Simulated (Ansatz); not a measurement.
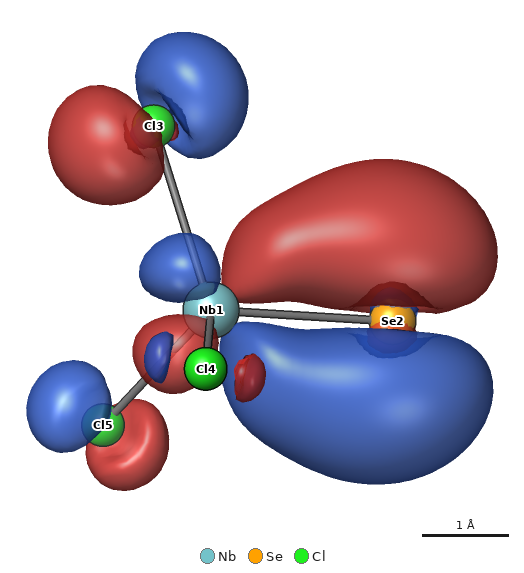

Figure. Cl$_{3}$NbSe (NbSeCl3). The HOMO at ±0.1 Å⁻³ᐟ² (red and blue are the two phases), seen at an oblique angle.

Geometry: PBE0-D4/def2-SVP; core potentials replace the inner electrons of Nb.

All numbers below come from RKS PBE0-D4/def2-TZVP in Ansatz 0.2.0.

```xyz
5

Nb   -0.0002    0.0002   -0.0264
Se    0.0120   -0.0166    2.2254
Cl    2.1528    0.0110   -0.7445
Cl   -1.0870    1.8705   -0.7133
Cl   -1.0776   -1.8651   -0.7411
```

> What is the character of this orbital?

By Hirshfeld shares it lies mainly on Se2 (about 65 %), Nb1 (about 20 %), Cl3 (about 10 %) and Cl5 (about 5 %). It is one of a degenerate set, so its orientation is arbitrary. Its energy is −8.05 eV.
